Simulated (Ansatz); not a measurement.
# Equilibrium of C3H5AlF2 ⇌ C2HAlF2 + CH4 at process temperatures

Species: C3H5AlF2 `C=C[CH2][Al]([F])[F]`, singlet; C2HAlF2 `C#[C][Al]([F])[F]`, singlet; CH4 `C`, singlet. This is a balance of energies; it says nothing on the path, which may need atoms to shift.

The electronic reaction energy at CCSD(T)/CBS estimate is +88.8 kJ/mol. Shapes: PBE0-D4/def2-TZVP. Flexible molecules stand in one conformer, not always the lowest. Programs: Ansatz 0.2.0. Enthalpy and entropy come from rigid-rotor, harmonic-oscillator sums on unscaled PBE0-D4/def2-TZVP wavenumbers, ideal gases at 1 bar; R ln 2 is added for the mirror twin of the chiral shape of C3H5AlF2. Symmetry numbers: C3H5AlF2 1, C2HAlF2 2, CH4 12. R = 8.3145 J/(mol K).

| T (K) | ΔH (kJ/mol) | ΔS (J/(mol K)) |
| --- | --- | --- |
| 400 | +78.5 | +140.5 |
| 600 | ? | ? |
| 800 | +75.2 | +135.3 |

**Question.** Work out ln K at 400 and 800 K, and from these estimate it at 600 K.

**Answer.** 
1. 400 K: ΔG = +78.5 − 400 × (+140.5)/1000 = +22.3 kJ/mol; ln K = −ΔG/RT = -6.71.
2. 800 K: ΔG = +75.2 − 800 × (+135.3)/1000 = -33.0 kJ/mol; ln K = −ΔG/RT = +4.96.
3. Slope against 1000/T: (+4.96 − (-6.71))/(1.2500 − 2.5000) = -9.34, that is −ΔH/R with ΔH near +78 kJ/mol.
4. 600 K: ln K = -6.71 + (-9.34) × (1.6667 − 2.5000) = +1.07.

The full sums give ΔH = +77.5 kJ/mol, ΔS = +138.6 J/(mol K), ΔG = -5.7 kJ/mol and ln K = +1.14 at 600 K, so the line is off by -0.07 in ln K; without rounding the miss is -0.06, from the change of ΔH with temperature. The products are favoured at 1 bar above about 560 K, give or take 70 K for 10 kJ/mol in the energy. The number of molecules rises, which sets the sign of ΔS, and lower pressure favours the products. An error of 10 kJ/mol in the energy moves ln K by 2.0 at 600 K. Soft modes are treated as harmonic, which can err either way at these temperatures; the lowest are those of C3H5AlF2 (65 cm⁻¹), C2HAlF2 (114 cm⁻¹). Other conformers aren't counted. The CBS estimate extrapolates MP2 from def2-TZVPP and def2-QZVPP and adds CCSD(T) − MP2 in the triple-zeta set, cores frozen.

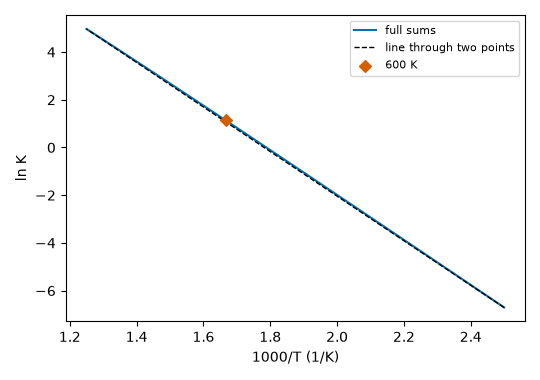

The van 't Hoff plot.
